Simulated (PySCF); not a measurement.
**NMR shielding calculation, with input and output: C3H5FOSi**

C3H5FOSi, computed with GIAO wB97X-D/pcSseg-2 NMR shielding, non-relativistic, gas phase (PySCF 2.14.0).

The geometry comes from this level: PBE0-D3(BJ)/def2-SVP. Figures and captions count atoms from 1; the log counts them from 0 in places.

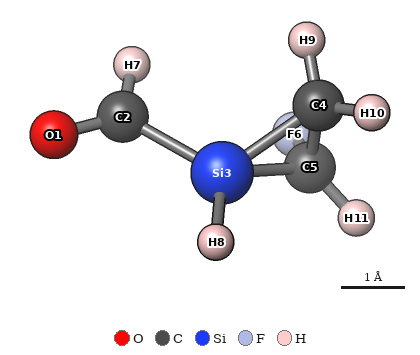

*The input geometry (ball-and-stick view, seen at a tilt; atoms are numbered from 1 in the order of the input).*

Bond lengths as drawn: C–C 1.51 Å, C–F 1.36 Å, C–H 1.10 to 1.13 Å, C–O 1.20 Å, C–Si 1.88 to 1.90 Å and H–Si 1.48 Å.

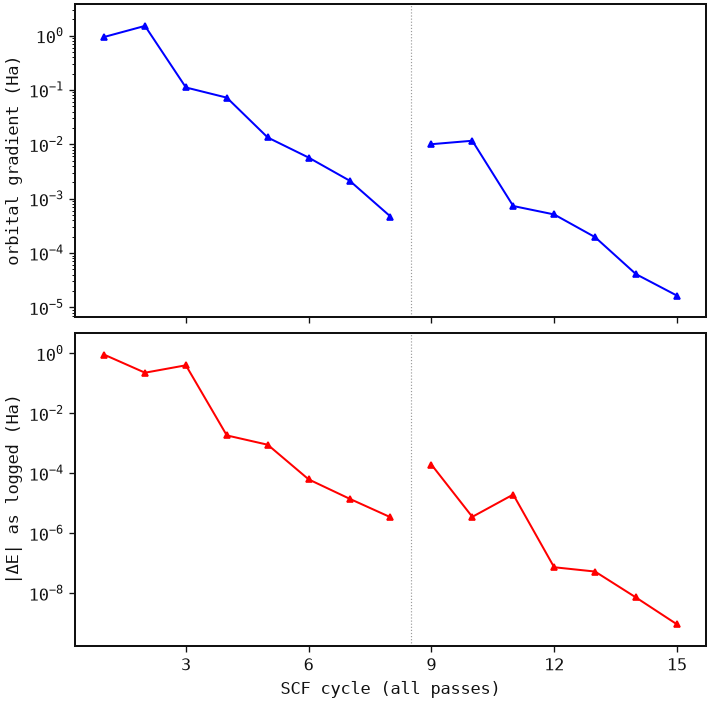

*Convergence of the self-consistent field: orbital gradient and size of the energy change against the SCF cycle. The dotted line marks the change from a coarse to the final integration grid.*

The first 8 cycles use a coarse grid, the final grid takes over at cycle 9, and the field converges after 15 cycles in all.

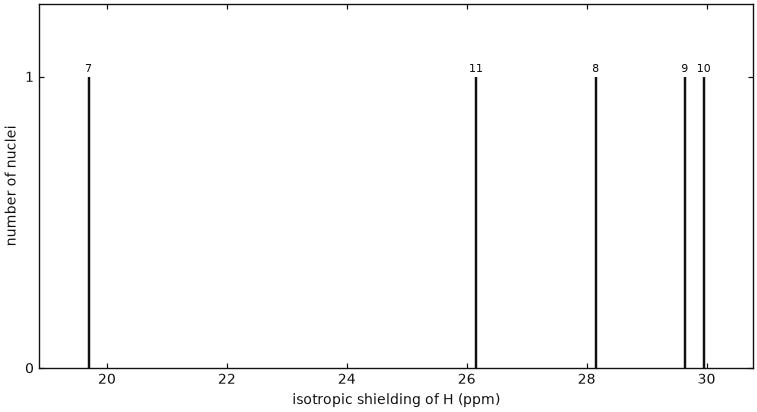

*Isotropic shieldings of the hydrogen nuclei in this fixed geometry, labelled by atom number; shielding grows to the right, so chemical shift grows to the left.*

The least shielded is H7 (19.7 ppm), the most shielded H10 (30.0 ppm).

The input that produced these results follows, with the program's output.

Input file:
```
{"job": {"kind": "nmr", "xc": "wB97X-D", "basis": "pcSseg-2", "pop": false}, "charge": 0, "multiplicity": 1}
O      2.983054     0.674709     0.475442
C      1.908824     0.137028     0.569187
Si     0.382272     0.658279    -0.441162
C     -1.244113     0.230725     0.404140
C     -0.874533    -0.729374    -0.696132
F     -0.567177    -1.999158    -0.306888
H      1.751126    -0.728517     1.271103
H      0.501780     1.789040    -1.391385
H     -1.144865    -0.175312     1.418639
H     -2.144440     0.840917     0.272022
H     -1.514150    -0.723647    -1.589082
```

The first line tells a small driver script what to run in PySCF; the rest is the geometry in Å.

Command:
```bash
OMP_NUM_THREADS=1 python <driver script> task.json out
```

Log:
```
coarse grid: 10160 points
cycle   1  E = -581.6680260396  dE =  9.025e-01  |g| = 9.393e-01  |ddm| = 2.377e+00
cycle   2  E = -581.4434103453  dE =  2.246e-01  |g| = 1.502e+00  |ddm| = 1.465e+00
cycle   3  E = -581.8405425640  dE = -3.971e-01  |g| = 1.108e-01  |ddm| = 1.014e+00
cycle   4  E = -581.8423562646  dE = -1.814e-03  |g| = 7.198e-02  |ddm| = 9.889e-02
cycle   5  E = -581.8432418458  dE = -8.856e-04  |g| = 1.332e-02  |ddm| = 5.179e-02
cycle   6  E = -581.8433036682  dE = -6.182e-05  |g| = 5.689e-03  |ddm| = 2.212e-02
cycle   7  E = -581.8433176387  dE = -1.397e-05  |g| = 2.144e-03  |ddm| = 9.554e-03
cycle   8  E = -581.8433210090  dE = -3.370e-06  |g| = 4.688e-04  |ddm| = 6.553e-03
final grid: 95224 points
cycle   9  E = -581.8478666491  dE = -1.929e-04  |g| = 1.003e-02  |ddm| = 4.191e-02
cycle  10  E = -581.8478631771  dE =  3.472e-06  |g| = 1.161e-02  |ddm| = 1.027e-02
cycle  11  E = -581.8478824861  dE = -1.931e-05  |g| = 7.316e-04  |ddm| = 4.772e-03
cycle  12  E = -581.8478825583  dE = -7.220e-08  |g| = 5.122e-04  |ddm| = 9.671e-04
cycle  13  E = -581.8478826102  dE = -5.188e-08  |g| = 1.959e-04  |ddm| = 3.191e-04
cycle  14  E = -581.8478826172  dE = -7.075e-09  |g| = 4.091e-05  |ddm| = 1.845e-04
cycle  15  E = -581.8478826181  dE = -9.020e-10  |g| = 1.650e-05  |ddm| = 8.752e-05
converged SCF energy = -581.8478826181

GIAO shielding tensors (ppm)
atom      isotropic    diamagn.    paramagn.     s11        s22        s33       span
  0 O     -586.009     388.611    -974.620  -1618.789   -555.230    415.993   2034.782
  1 C      -62.704     249.972    -312.676   -190.844    -85.778     88.509    279.353
  2 Si     473.591     880.289    -406.698    349.508    376.429    694.835    345.327
  3 C      178.148     254.481     -76.334    148.102    184.762    201.579     53.477
  4 C      105.771     244.129    -138.358     41.848     82.116    193.348    151.500
  5 F      426.538     468.432     -41.894    385.820    415.782    478.011     92.191
  6 H       19.694      28.555      -8.861     12.808     19.807     26.466     13.658
  7 H       28.151      29.582      -1.430     23.735     25.604     35.115     11.379
  8 H       29.638      31.073      -1.435     25.652     26.414     36.848     11.196
  9 H       29.954      29.903       0.050     25.226     25.811     38.823     13.597
 10 H       26.155      29.422      -3.267     22.621     26.036     29.808      7.187
```

Summary:

- outcome: converged
- total energy: −581.847883 hartree
- HOMO: −9.02 eV
- LUMO: −0.09 eV
- dipole moment: 2.77 D
- isotropic shielding, O: −586.0 ppm
- isotropic shielding, C: −62.7 to 178.1 ppm
- isotropic shielding, Si: 473.6 ppm
- isotropic shielding, F: 426.5 ppm
- isotropic shielding, H: 19.7 to 30.0 ppm
- hardware: 1 CPU thread, shared host
- wall time: 49 s
- peak memory: 1.3 GiB
